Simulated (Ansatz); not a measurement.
## Run report: Si$_{2}$H$_{8}$O, geometry relaxation (part 3 of 3)

Si$_{2}$H$_{8}$O; RKS PBE0-D4/def2-TZVP (Ansatz 0.2.0). The geometry is a transition state displaced along its imaginary mode. The reaction was set up to form Si1–O7 and Si2–H6 and to break Si1–Si2 and H6–O7 (atoms counted from 1 in the order of the input); sticks are drawn by distance alone.

Geometry of the input (Å):
```
Si -1.0171  0.3647  -0.7660
Si 1.0472  -0.9969  0.7829
H  -0.5122  -0.6779  -1.7035
H  -1.8548  -0.2403  0.3148
H  -1.8951  1.2268  -1.5655
H  0.6602  0.7222  0.3889
O  0.0495  1.6333  -0.3235
H  1.4446  -0.9259  2.2138
H  0.1365  -2.2053  0.6919
H  2.2500  -1.3890  -0.0059
H  -0.3089  2.4884  -0.0280
```

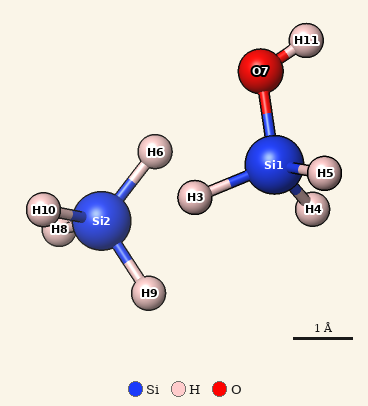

Fig. 1: The geometry at step 37 of the log (ball-and-stick view, seen at a tilt; atoms are numbered from 1 in the order of the input).

Trajectory as extended XYZ, continued:
```
11
Properties=species:S:1:pos:R:3:forces:R:3 step=28 energy=-17925.46130
Si   -1.3107    0.7651   -1.0339   -0.0015  -0.0057  -0.0057
Si    1.4455   -1.3554    1.1145    0.0306  -0.0105  -0.0101
H    -0.4014   -0.2546   -1.6073   -0.0062   0.0030   0.0056
H    -1.9054    0.2568    0.2330    0.0016   0.0018  -0.0079
H    -2.4222    1.0405   -1.9866    0.0074  -0.0018   0.0070
H     1.1596    0.1014    1.0622    0.0055  -0.0191   0.0064
O    -0.3841    2.1035   -0.7805   -0.0008   0.0101   0.0050
H     1.9978   -1.7078    2.4507   -0.0183   0.0108  -0.0464
H     0.1902   -2.1155    0.8827    0.0088   0.0050   0.0129
H     2.4343   -1.7076    0.0608   -0.0286   0.0150   0.0374
H    -0.8035    2.8737   -0.3957    0.0015  -0.0085  -0.0042
11
Properties=species:S:1:pos:R:3:forces:R:3 step=29 energy=-17925.46043 accepted=F
Si   -1.2928    0.7560   -1.0382   -0.0056  -0.0098   0.0100
Si    1.4252   -1.3440    1.1136    0.0873  -0.0414   0.0303
H    -0.3681   -0.2748   -1.5674   -0.0159   0.0108   0.0043
H    -1.9301    0.2661    0.2162    0.0090   0.0070  -0.0201
H    -2.3733    1.0222   -2.0291    0.0185  -0.0046   0.0096
H     1.1044    0.1088    1.1398    0.0335  -0.0618  -0.0012
O    -0.3690    2.0938   -0.7720    0.0288  -0.0531  -0.0263
H     2.0837   -1.7357    2.3972   -0.0648   0.0509  -0.1439
H     0.1635   -2.1188    0.9595    0.0679   0.0196  -0.0138
H     2.3473   -1.6381   -0.0250   -0.1253   0.0331   0.1283
H    -0.7910    2.8646   -0.3948   -0.0333   0.0493   0.0228
11
Properties=species:S:1:pos:R:3:forces:R:3 step=30 energy=-17925.46196
Si   -1.3001    0.7593   -1.0332   -0.0040  -0.0013   0.0005
Si    1.4328   -1.3483    1.1124    0.0386  -0.0163   0.0051
H    -0.3845   -0.2662   -1.5853   -0.0005   0.0017   0.0024
H    -1.9163    0.2593    0.2265    0.0025   0.0026  -0.0045
H    -2.3957    1.0307   -2.0047    0.0043  -0.0005   0.0012
H     1.1367    0.1071    1.0980   -0.0053  -0.0169   0.0001
O    -0.3752    2.0976   -0.7732    0.0118  -0.0216  -0.0090
H     2.0349   -1.7184    2.4214   -0.0163   0.0083  -0.0339
H     0.1771   -2.1177    0.9148    0.0111   0.0147   0.0040
H     2.3892   -1.6731    0.0214   -0.0295   0.0104   0.0252
H    -0.7988    2.8697   -0.3983   -0.0126   0.0190   0.0087
11
Properties=species:S:1:pos:R:3:forces:R:3 step=31 energy=-17925.46233
Si   -1.2907    0.7545   -1.0334   -0.0098  -0.0100  -0.0002
Si    1.4273   -1.3444    1.1138   -0.0192   0.0001  -0.0114
H    -0.3668   -0.2764   -1.5617   -0.0026   0.0035   0.0020
H    -1.9295    0.2641    0.2189    0.0006   0.0030  -0.0072
H    -2.3678    1.0212   -2.0268    0.0044  -0.0035   0.0039
H     1.1067    0.1057    1.1332    0.0264  -0.0077   0.0093
O    -0.3687    2.0928   -0.7663    0.0214  -0.0059  -0.0051
H     2.0772   -1.7316    2.3948   -0.0072   0.0127  -0.0411
H     0.1670   -2.1144    0.9503    0.0217  -0.0121   0.0028
H     2.3406   -1.6396   -0.0218   -0.0229   0.0070   0.0411
H    -0.7953    2.8679   -0.4011   -0.0129   0.0128   0.0060
11
Properties=species:S:1:pos:R:3:forces:R:3 step=32 energy=-17925.46278
Si   -1.2810    0.7502   -1.0337   -0.0185  -0.0110  -0.0040
Si    1.4141   -1.3391    1.1137    0.0364  -0.0150   0.0014
H    -0.3486   -0.2854   -1.5386   -0.0075   0.0083   0.0055
H    -1.9426    0.2695    0.2109    0.0050   0.0036  -0.0119
H    -2.3406    1.0105   -2.0481    0.0111  -0.0058   0.0095
H     1.0869    0.1094    1.1724    0.0159  -0.0289   0.0030
O    -0.3626    2.0896   -0.7601    0.0201   0.0044  -0.0003
H     2.1193   -1.7430    2.3621   -0.0332   0.0223  -0.0618
H     0.1568   -2.1219    0.9852    0.0304   0.0078  -0.0004
H     2.2915   -1.6070   -0.0587   -0.0499   0.0132   0.0583
H    -0.7933    2.8674   -0.4051   -0.0097   0.0011   0.0007
11
Properties=species:S:1:pos:R:3:forces:R:3 step=33 energy=-17925.46306
Si   -1.2807    0.7513   -1.0340   -0.0121  -0.0104  -0.0018
Si    1.4137   -1.3402    1.1146    0.0357  -0.0126   0.0014
H    -0.3465   -0.2845   -1.5347   -0.0049   0.0064   0.0035
H    -1.9443    0.2718    0.2098    0.0032   0.0041  -0.0079
H    -2.3383    1.0081   -2.0509    0.0090  -0.0026   0.0067
H     1.0892    0.1082    1.1787    0.0041  -0.0226   0.0000
O    -0.3636    2.0918   -0.7606    0.0112   0.0056   0.0007
H     2.1232   -1.7455    2.3589   -0.0235   0.0136  -0.0473
H     0.1584   -2.1255    0.9879    0.0163   0.0108   0.0024
H     2.2852   -1.6053   -0.0613   -0.0332   0.0105   0.0436
H    -0.7964    2.8699   -0.4086   -0.0058  -0.0028  -0.0013
11
Properties=species:S:1:pos:R:3:forces:R:3 step=34 energy=-17925.46352
Si   -1.2751    0.7514   -1.0329   -0.0021  -0.0017   0.0005
Si    1.4094   -1.3417    1.1152    0.0208  -0.0025   0.0085
H    -0.3325   -0.2861   -1.5132   -0.0022   0.0023   0.0024
H    -1.9537    0.2811    0.2058    0.0021   0.0010  -0.0012
H    -2.3202    0.9965   -2.0649    0.0045   0.0013   0.0005
H     1.0818    0.1037    1.2053   -0.0026  -0.0058  -0.0016
O    -0.3639    2.0963   -0.7588   -0.0061   0.0111   0.0043
H     2.1479   -1.7584    2.3360   -0.0066   0.0030  -0.0113
H     0.1559   -2.1306    1.0082   -0.0011   0.0025  -0.0022
H     2.2552   -1.5883   -0.0803   -0.0112   0.0030   0.0064
H    -0.8049    2.8763   -0.4204    0.0044  -0.0140  -0.0065
11
Properties=species:S:1:pos:R:3:forces:R:3 step=35 energy=-17925.46373
Si   -1.2668    0.7497   -1.0306    0.0069  -0.0020  -0.0013
Si    1.4033   -1.3413    1.1165    0.0117  -0.0005  -0.0043
H    -0.3137   -0.2918   -1.4811   -0.0057   0.0045   0.0018
H    -1.9669    0.2923    0.2010   -0.0004   0.0021  -0.0042
H    -2.2920    0.9816   -2.0857    0.0045   0.0000   0.0056
H     1.0678    0.0997    1.2423    0.0022  -0.0076   0.0015
O    -0.3625    2.0990   -0.7547   -0.0185   0.0166   0.0074
H     2.1833   -1.7750    2.3054   -0.0085   0.0050  -0.0168
H     0.1514   -2.1359    1.0341    0.0002   0.0002   0.0032
H     2.2087   -1.5603   -0.1121   -0.0054   0.0029   0.0166
H    -0.8125    2.8821   -0.4351    0.0129  -0.0211  -0.0095
11
Properties=species:S:1:pos:R:3:forces:R:3 step=36 energy=-17925.46379
Si   -1.2647    0.7497   -1.0299    0.0032   0.0047  -0.0005
Si    1.4020   -1.3421    1.1165    0.0064   0.0005   0.0019
H    -0.3090   -0.2939   -1.4689   -0.0027   0.0014   0.0016
H    -1.9744    0.2989    0.1985    0.0015  -0.0006  -0.0011
H    -2.2825    0.9769   -2.0927    0.0020  -0.0004   0.0008
H     1.0645    0.0968    1.2580    0.0009  -0.0032  -0.0015
O    -0.3625    2.1005   -0.7541   -0.0138   0.0047   0.0040
H     2.1957   -1.7827    2.2929   -0.0027   0.0012  -0.0036
H     0.1509   -2.1391    1.0432    0.0018   0.0001  -0.0021
H     2.1963   -1.5498   -0.1205   -0.0059   0.0014   0.0054
H    -0.8160    2.8848   -0.4431    0.0093  -0.0099  -0.0049
11
Properties=species:S:1:pos:R:3:forces:R:3 step=37 energy=-17925.46380
Si   -1.2664    0.7503   -1.0300    0.0050   0.0014   0.0002
Si    1.4033   -1.3425    1.1176   -0.0010   0.0001  -0.0014
H    -0.3119   -0.2954   -1.4663    0.0003  -0.0007  -0.0002
H    -1.9781    0.3013    0.1978   -0.0009   0.0006   0.0000
H    -2.2817    0.9781   -2.0948   -0.0008   0.0005   0.0002
H     1.0643    0.0957    1.2613    0.0001   0.0001   0.0014
O    -0.3622    2.0997   -0.7542   -0.0081  -0.0022   0.0010
H     2.1980   -1.7849    2.2921   -0.0002   0.0005   0.0020
H     0.1531   -2.1406    1.0423    0.0001  -0.0005   0.0003
H     2.1965   -1.5467   -0.1201    0.0012  -0.0001  -0.0024
H    -0.8148    2.8852   -0.4456    0.0044   0.0000  -0.0010
11
Properties=species:S:1:pos:R:3:forces:R:3 step=38 energy=-17925.46381
Si   -1.2677    0.7501   -1.0299    0.0017   0.0004   0.0006
Si    1.4042   -1.3422    1.1175   -0.0037   0.0003   0.0008
H    -0.3153   -0.2980   -1.4644    0.0006  -0.0008  -0.0005
H    -1.9821    0.3036    0.1973   -0.0004   0.0001   0.0005
H    -2.2814    0.9798   -2.0957   -0.0006   0.0001  -0.0008
H     1.0630    0.0951    1.2640   -0.0006   0.0012   0.0000
O    -0.3609    2.0976   -0.7538   -0.0018  -0.0056  -0.0011
H     2.1986   -1.7851    2.2920    0.0017  -0.0008   0.0011
H     0.1554   -2.1422    1.0404   -0.0001  -0.0003   0.0000
H     2.1980   -1.5430   -0.1204    0.0026  -0.0002  -0.0021
H    -0.8118    2.8846   -0.4471    0.0005   0.0056   0.0014
11
Properties=species:S:1:pos:R:3:forces:R:3 step=39 energy=-17925.46383
Si   -1.2708    0.7494   -1.0289   -0.0027  -0.0031  -0.0007
Si    1.4053   -1.3409    1.1173   -0.0011  -0.0011   0.0001
H    -0.3235   -0.3055   -1.4587    0.0003  -0.0002   0.0000
H    -1.9917    0.3095    0.1969    0.0004   0.0001  -0.0001
H    -2.2798    0.9835   -2.0983   -0.0004  -0.0004  -0.0002
H     1.0568    0.0939    1.2708   -0.0011  -0.0001  -0.0005
O    -0.3566    2.0915   -0.7527    0.0066  -0.0060  -0.0024
H     2.2013   -1.7855    2.2902    0.0005  -0.0004  -0.0002
H     0.1607   -2.1472    1.0355    0.0013   0.0011   0.0001
H     2.2012   -1.5316   -0.1210    0.0002   0.0004   0.0003
H    -0.8028    2.8830   -0.4511   -0.0039   0.0097   0.0034
11
Properties=species:S:1:pos:R:3:forces:R:3 step=40 energy=-17925.46384
Si   -1.2735    0.7487   -1.0276   -0.0045  -0.0040   0.0001
Si    1.4060   -1.3398    1.1170   -0.0024   0.0007  -0.0006
H    -0.3321   -0.3138   -1.4516   -0.0007   0.0013  -0.0001
H    -2.0012    0.3167    0.1970    0.0013   0.0006  -0.0007
H    -2.2779    0.9867   -2.1007    0.0007  -0.0005   0.0002
H     1.0460    0.0914    1.2792    0.0008  -0.0016  -0.0004
O    -0.3511    2.0852   -0.7523    0.0052   0.0030  -0.0002
H     2.2053   -1.7855    2.2873    0.0005   0.0003  -0.0009
H     0.1674   -2.1547    1.0306    0.0019  -0.0001  -0.0005
H     2.2033   -1.5168   -0.1226   -0.0013   0.0003   0.0026
H    -0.7921    2.8819   -0.4564   -0.0016   0.0000   0.0004
11
Properties=species:S:1:pos:R:3:forces:R:3 step=41 energy=-17925.46384
Si   -1.2743    0.7486   -1.0270   -0.0022  -0.0012  -0.0005
Si    1.4053   -1.3395    1.1171    0.0015   0.0008  -0.0011
H    -0.3355   -0.3168   -1.4497   -0.0010   0.0011   0.0007
H    -2.0032    0.3201    0.1982    0.0014   0.0005  -0.0009
H    -2.2778    0.9877   -2.1006    0.0004  -0.0002   0.0008
H     1.0389    0.0895    1.2832   -0.0008  -0.0028  -0.0007
O    -0.3482    2.0831   -0.7534    0.0015   0.0060   0.0012
H     2.2071   -1.7843    2.2860   -0.0004  -0.0002  -0.0003
H     0.1710   -2.1607    1.0282    0.0010   0.0013   0.0002
H     2.2036   -1.5093   -0.1229   -0.0017   0.0006   0.0021
H    -0.7870    2.8818   -0.4592    0.0004  -0.0059  -0.0015
11
Properties=species:S:1:pos:R:3:forces:R:3 step=42 energy=-17925.46386
Si   -1.2746    0.7488   -1.0263    0.0024   0.0038   0.0005
Si    1.4042   -1.3398    1.1173    0.0012   0.0011  -0.0018
H    -0.3390   -0.3196   -1.4484   -0.0013   0.0008   0.0006
H    -2.0025    0.3245    0.2008    0.0006   0.0004  -0.0008
H    -2.2790    0.9885   -2.0989    0.0001   0.0000   0.0009
H     1.0265    0.0859    1.2882    0.0002  -0.0035  -0.0002
O    -0.3444    2.0815   -0.7567   -0.0034   0.0048   0.0013
H     2.2095   -1.7825    2.2847   -0.0010   0.0004  -0.0002
H     0.1762   -2.1701    1.0256    0.0013   0.0012   0.0002
H     2.2038   -1.4991   -0.1231   -0.0019   0.0006   0.0021
H    -0.7806    2.8820   -0.4633    0.0017  -0.0096  -0.0027
11
Properties=species:S:1:pos:R:3:forces:R:3 step=43 energy=-17925.46386
Si   -1.2753    0.7492   -1.0256    0.0040   0.0066   0.0016
Si    1.4030   -1.3401    1.1178   -0.0005   0.0018  -0.0022
H    -0.3449   -0.3240   -1.4471   -0.0010   0.0005   0.0005
H    -2.0020    0.3310    0.2043    0.0004   0.0002  -0.0004
H    -2.2814    0.9901   -2.0963   -0.0001   0.0001   0.0001
H     1.0106    0.0807    1.2960    0.0008  -0.0049  -0.0004
O    -0.3392    2.0790   -0.7616   -0.0033  -0.0011  -0.0004
H     2.2120   -1.7805    2.2834   -0.0009   0.0001  -0.0001
H     0.1835   -2.1826    1.0210    0.0030   0.0025   0.0001
H     2.2051   -1.4845   -0.1229   -0.0023   0.0005   0.0027
H    -0.7715    2.8818   -0.4691   -0.0001  -0.0063  -0.0015
11
Properties=species:S:1:pos:R:3:forces:R:3 step=44 energy=-17925.46387
Si   -1.2758    0.7493   -1.0252    0.0036   0.0041   0.0010
Si    1.4026   -1.3400    1.1182   -0.0025   0.0012  -0.0033
H    -0.3487   -0.3266   -1.4468   -0.0007   0.0004   0.0005
H    -2.0012    0.3345    0.2066    0.0000   0.0005  -0.0007
H    -2.2832    0.9910   -2.0946   -0.0004   0.0000   0.0004
H     1.0025    0.0781    1.3007    0.0017  -0.0049  -0.0003
O    -0.3363    2.0774   -0.7649   -0.0017  -0.0023  -0.0008
H     2.2126   -1.7802    2.2832   -0.0005   0.0005  -0.0003
H     0.1875   -2.1884    1.0173    0.0035   0.0027   0.0004
H     2.2064   -1.4763   -0.1224   -0.0020   0.0008   0.0034
H    -0.7665    2.8813   -0.4722   -0.0008  -0.0029  -0.0004
11
Properties=species:S:1:pos:R:3:forces:R:3 step=45 energy=-17925.46387
Si   -1.2765    0.7493   -1.0247   -0.0006   0.0013   0.0016
Si    1.4021   -1.3399    1.1183   -0.0018   0.0027  -0.0017
H    -0.3537   -0.3305   -1.4460   -0.0007   0.0009   0.0001
H    -2.0008    0.3395    0.2095    0.0008  -0.0001  -0.0002
H    -2.2858    0.9919   -2.0921    0.0007  -0.0004  -0.0008
H     0.9933    0.0749    1.3071    0.0011  -0.0041  -0.0008
O    -0.3325    2.0749   -0.7692    0.0003  -0.0019  -0.0009
H     2.2126   -1.7803    2.2828   -0.0001  -0.0005  -0.0001
H     0.1922   -2.1949    1.0116    0.0038   0.0022  -0.0006
H     2.2091   -1.4650   -0.1213   -0.0028  -0.0002   0.0031
H    -0.7599    2.8801   -0.4761   -0.0006   0.0001   0.0003
11
Properties=species:S:1:pos:R:3:forces:R:3 step=46 energy=-17925.46388
Si   -1.2773    0.7492   -1.0242    0.0003  -0.0020  -0.0005
Si    1.4020   -1.3394    1.1185   -0.0014   0.0003  -0.0028
H    -0.3573   -0.3330   -1.4450   -0.0001   0.0004   0.0005
H    -2.0009    0.3426    0.2115    0.0000   0.0006  -0.0007
H    -2.2870    0.9921   -2.0912   -0.0002   0.0002   0.0005
H     0.9886    0.0735    1.3109    0.0008  -0.0026  -0.0002
O    -0.3303    2.0733   -0.7717   -0.0004  -0.0002   0.0000
H     2.2122   -1.7811    2.2828    0.0001   0.0002   0.0002
H     0.1951   -2.1978    1.0072    0.0016   0.0017   0.0005
H     2.2108   -1.4586   -0.1204   -0.0010   0.0005   0.0022
H    -0.7560    2.8792   -0.4783    0.0003   0.0009   0.0003
```

Summary:

```tsv
quantity	value
outcome	converged
total energy	−17925.4639 eV
mean-field energy	−17925.3253 eV
dispersion energy	−0.1386 eV
SCF solution under orbital rotations	stable
largest force (length of the vector) at the end	0.003 eV/Å
dipole moment	1.43 D
wall time	77 s (CPU time 4.8 min)
peak memory	0.32 GiB
```
